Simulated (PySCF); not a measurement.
C₅H₁₁ClOSi₂

Input file:

```
{"job": {"kind": "nmr", "xc": "PBE0", "basis": "pcSseg-1"}, "charge": 0, "multiplicity": 1}
C      2.607619     0.492214    -0.878479
C      1.114687     0.396362    -0.725799
O      0.351076     0.875897    -1.547164
C      0.598863    -0.232366     0.508700
C     -0.346316    -1.408252     0.220292
C     -1.464408    -1.037085    -0.747952
Cl    -2.773253    -2.254269    -0.604628
Si    -2.109967     0.750159    -0.390147
Si    -0.514904     1.189476     1.233588
H      3.030148     0.972567     0.001854
H      2.866537     1.059181    -1.768768
H      3.029959    -0.508765    -0.950559
H      1.409743    -0.570163     1.153615
H      0.224754    -2.256630    -0.172340
H     -0.788332    -1.728723     1.168515
H     -1.119509    -1.122526    -1.777510
H     -3.462506     0.618621     0.179807
H     -2.219706     1.532657    -1.614215
H      0.287143     2.417173     1.246711
H     -0.726775     0.825149     2.642049
```

Command:

```sh
OMP_NUM_THREADS=1 python probes_run.py task.json out
```

Geometry: GFN2-xTB.

These are results of PBE0/pcSseg-1, SCF density, gas phase, non-relativistic (PySCF), not measurements.

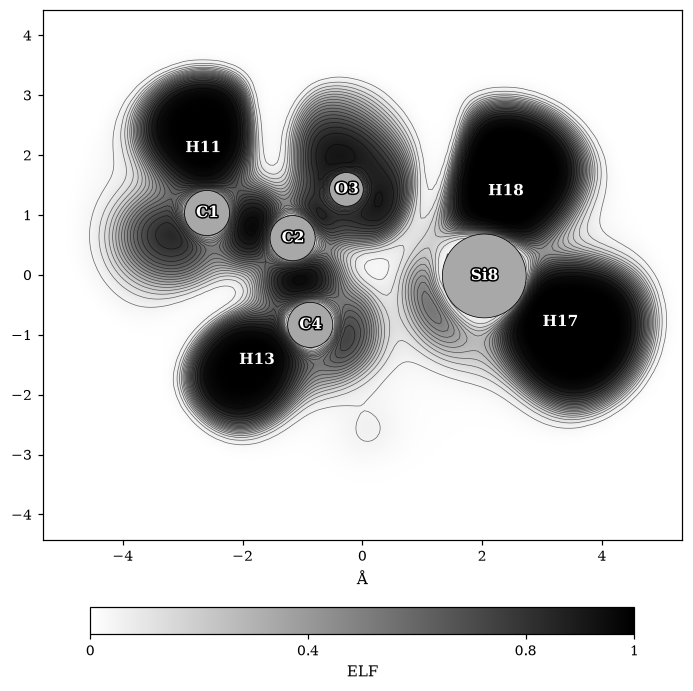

Figure 1. ELF on the plane of atoms H17, Si8 and H18. Grey discs cover the atomic cores.

Question: Interpret the plot.

Answer:
- The section cuts through C, O, Si and H sites.
- C–O (1.22 Å): the ELF peaks at about 0.85 between the atoms; a short, multiple covalent bond.
- C–C (1.48 Å): the ELF peaks at about 0.95 between the atoms, as expected for a covalent bond.
- C–H (1.09 Å): the ELF climbs to about 1 towards the hydrogen, as it does in any bond to H (an ordinary covalent bond to hydrogen).
- C–C (1.50 Å): the ELF peaks at about 0.95 between the atoms: a covalent bond.
- The ELF also peaks beside O3, away from the bonds: lone-pair regions.

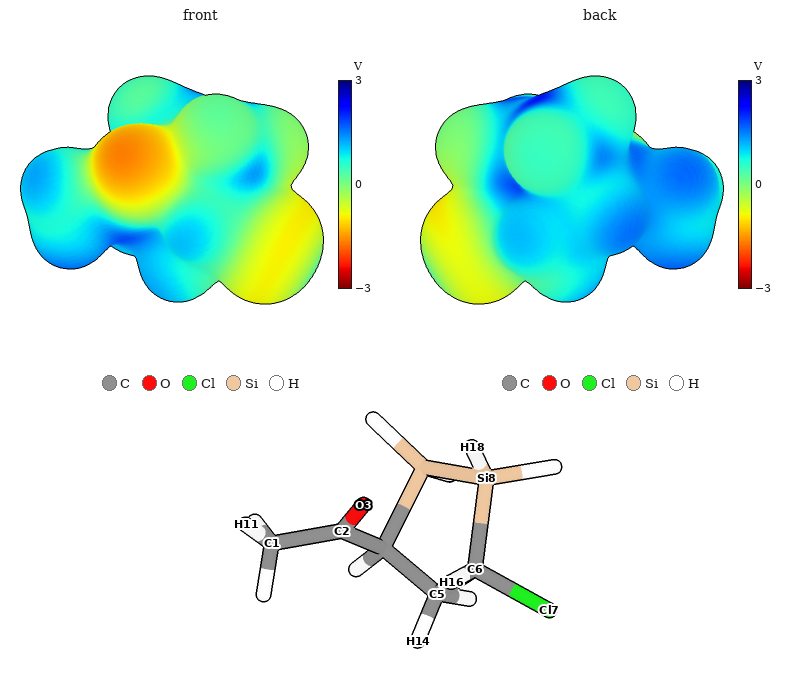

Figure 2. The electrostatic potential painted on the density surface at 0.004 e/bohr³, seen from the front and from behind; red is negative and blue positive. The bare structure is drawn below in the same view.

Question: Describe the electrostatic potential map.

Answer: The most negative region (about −1.6 V, or −37 kcal/mol for a unit charge) lies over O3, the most positive (about +1.9 V, or +44 kcal/mol for a unit charge) over Si9. Cl7 shows a σ-hole: about +0.3 V at the tip opposite its bond, against about −0.8 V, or −18 kcal/mol for a unit charge on its flanks. O3 is the likeliest acceptor of a hydrogen bond.
